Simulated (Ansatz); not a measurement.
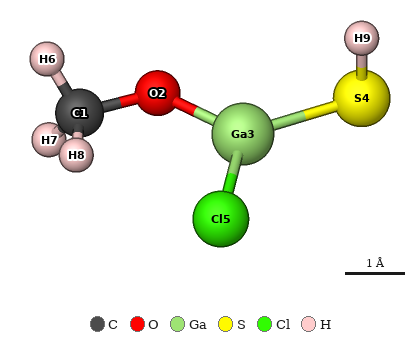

**Figure 1.** The input geometry (ball-and-stick view, seen at a tilt; atoms are numbered from 1 in the order of the input). Sticks mark near contacts.

## CH$_{4}$ClGaOS: frequency calculation

CH$_{4}$ClGaOS, SMILES C[O][Ga]([SH])[Cl], computed with RKS PBE-D4/def2-SVP (Ansatz 0.2.0).

It belongs to a series of runs on one base structure; here: vibrations at the highest image of the band. Figures and captions count atoms from 1; the log counts them from 0 in places.

Input:
```yaml
crystal:
  periodic: [false, false, false]
  atoms:
    - { symbol: C, position_ang: [1.183853, 1.03785, 0.625346] }
    - { symbol: O, position_ang: [0.628813, -0.261319, 0.497964] }
    - { symbol: Ga, position_ang: [-0.670294, -0.681588, -0.659219] }
    - { symbol: S, position_ang: [-1.443045, -2.756632, -0.763824] }
    - { symbol: Cl, position_ang: [-1.376009, 0.94164, -1.910715] }
    - { symbol: H, position_ang: [1.079461, 1.386793, 1.676515] }
    - { symbol: H, position_ang: [2.269592, 1.009302, 0.383403] }
    - { symbol: H, position_ang: [0.703439, 1.791308, -0.038656] }
    - { symbol: H, position_ang: [-2.37581, -2.467366, 0.189187] }
basis:
  gaussian: { orbitals: def2-SVP }
hamiltonian:
  xc: pbe
  dispersion: d4
phonons: {}
```

Command:
```bash
ansatz run input.yaml --threads 2 --pin off --max-ram 3072MiB --backend cpu --events-out ev --progress --plain --runs-dir out
```

Output:
```
Engine: ansatz 0.2.0, x86_64-unknown-linux-gnu
Functional definition: PBE
  parameter kappa = 0.804
  parameter beta = 0.06672455060314922
  exchange = pbe_x(kappa = kappa, mu = beta*pi^2/3)
  correlation = pbe_c(beta = beta)
1288 factors; their error is unknown
mean field evaluation 1: about -78842.0309 eV, gradient 6.4e1 eV
mean field evaluation 2: about -78738.7124 eV, gradient 2.0e2 eV
mean field evaluation 4: about -78849.8011 eV, gradient 1.7e1 eV
mean field evaluation 8: about -78850.3672 eV, gradient 1.6e-1 eV
mean field evaluation 16: about -78850.2981 eV, gradient 1.2e-3 eV
mean field -78850.29814110 eV, -2897.6950100338 hartree, gradient 1.6e-5 eV, S^2 0.000000; 0 other end points of the search recorded, 0 dependent functions left out
the calculation of the forces begins
reference -78850.29817874 eV, -2897.6950114169 hartree; 41, 41 occupied and 75, 75 virtual orbitals, 1288 factors
these checks for a lower state are left out or cut short: stability, starts, cluster_reference, orbital_swaps, neighbouring_geometries, increment
1288 factors; their error is unknown
mean field -78850.29800324 eV, -2897.6950049675 hartree, gradient 2.8e-6 eV, S^2 0.000000; 0 other end points of the search recorded, 0 dependent functions left out
[... from here on the field's lines of each further geometry are left out, up to the last ...]
the calculation of the forces begins
reference -78850.29815621 eV, -2897.6950105889 hartree; 41, 41 occupied and 75, 75 virtual orbitals, 1288 factors
these checks for a lower state are left out or cut short: stability, starts, cluster_reference, orbital_swaps, neighbouring_geometries, increment
1288 factors; their error is unknown
mean field -78850.29808980 eV, -2897.6950081483 hartree, gradient 1.2e-6 eV, S^2 0.000000; 0 other end points of the search recorded, 0 dependent functions left out
the calculation of the forces begins
reference -78850.29812743 eV, -2897.6950095315 hartree; 41, 41 occupied and 75, 75 virtual orbitals, 1288 factors
WARN: phonons: modes at or below zero, which the zero-point energy, F, S and C_V leave out: 1, the lowest at -237.91 cm⁻¹. A minimum has none, and a first-order saddle one
Total energy: -78850.52976664 eV, -2897.7035221152 hartree
Atom 0 at     1.183853     1.037850     0.625346 Å, force    -0.001283    -0.000812    -0.001026 eV/Å
Atom 1 at     0.628813    -0.261319     0.497964 Å, force     0.005690     0.002989    -0.001970 eV/Å
Atom 2 at    -0.670294    -0.681588    -0.659219 Å, force    -0.004211    -0.000563     0.003849 eV/Å
Atom 3 at    -1.443045    -2.756632    -0.763824 Å, force     0.004495    -0.003588    -0.008097 eV/Å
Atom 4 at    -1.376009     0.941640    -1.910715 Å, force     0.000111    -0.000661    -0.000085 eV/Å
Atom 5 at     1.079461     1.386793     1.676515 Å, force    -0.002047     0.001582     0.000237 eV/Å
Atom 6 at     2.269592     1.009302     0.383403 Å, force    -0.000038    -0.001673     0.001085 eV/Å
Atom 7 at     0.703439     1.791308    -0.038656 Å, force     0.001943     0.000341     0.000501 eV/Å
Atom 8 at    -2.375810    -2.467366     0.189187 Å, force    -0.004661     0.002385     0.005506 eV/Å
Dipole moment:    -0.025485     0.091685     0.206335 e Å
Vibrations: -237.91 90.10 95.05 104.83 120.36 148.19 271.59 358.84 430.78 608.15 662.72 1080.40 1130.12 1154.68 1413.80 1418.08 1420.78 2609.31 2924.86 3010.42 3013.14 cm⁻¹, zero-point energy 1.367931 eV
```

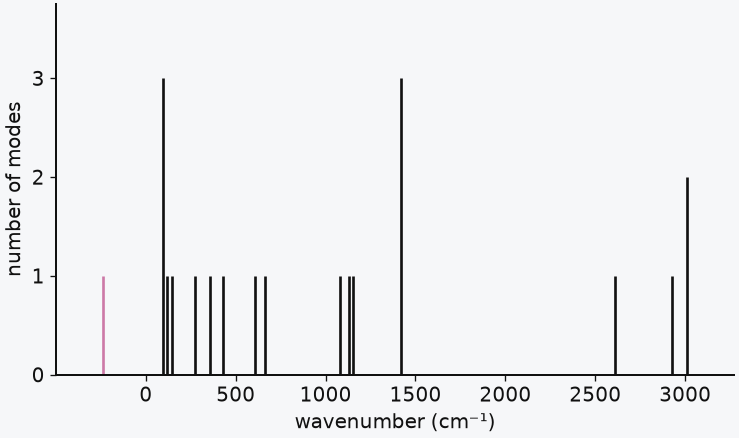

**Figure 2.** Harmonic vibrational wavenumbers from the force constants; neighbouring modes closer than 15 cm⁻¹ are counted in one stick, and imaginary ones are drawn at negative wavenumbers. 21 modes from 238i to 3013 cm⁻¹, 1 imaginary beyond 8i (238i cm⁻¹): a first-order saddle point, if the geometry is stationary.

Key numbers:

- outcome: converged
- total energy: −78850.5298 eV
- mean-field energy: −78850.2982 eV
- largest force (length of the vector): 0.010 eV/Å
- hardware: 2 threads of AMD EPYC (Zen 3), 24 GiB of memory available, shared host
- wall time: 61 s (CPU time 1.9 min)
- peak memory: 0.19 GiB
